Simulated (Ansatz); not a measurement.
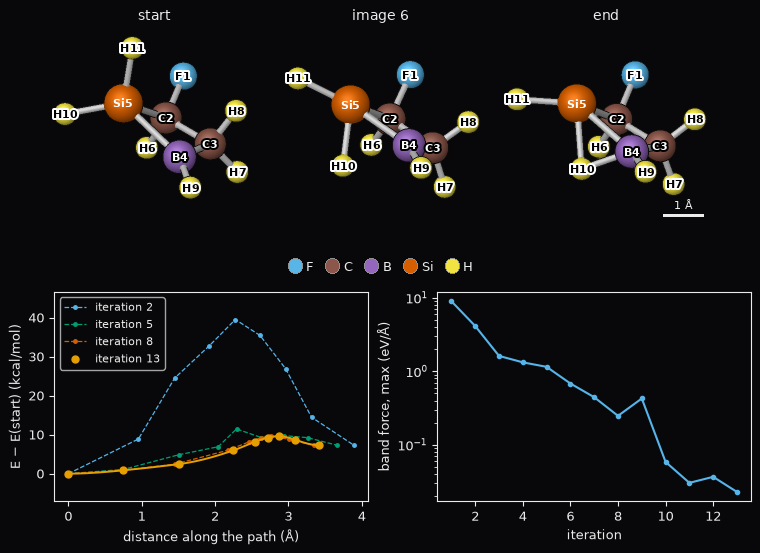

NEB run on C2H6BFSi. Images are numbered from 0 (start) to 8 (end). The plot follows the band through its iterations. The picture is a ball-and-stick view, seen from a free direction.

Theory: RKS BLYP-D4/cc-pVDZ (Ansatz 0.2.0). Run with 7 movable images; climbing image; force threshold 0.03 eV/Å; iteration limit 60; starting path through a guess of the saddle point.

> How did the profile develop, and is the result final?

The run is converged, with reservations. The band converged in 13 iterations. The largest component of the band force went from 9 to 0.023 eV/Å. The climbing image converged on the top of the path. Its curvatures weren't checked. The first iteration put the highest image at 66.8 kcal/mol. The energy climbs by 9.6 kcal/mol to image 6 and then falls by 2.3 kcal/mol, so the end point sits at +7.3 kcal/mol.
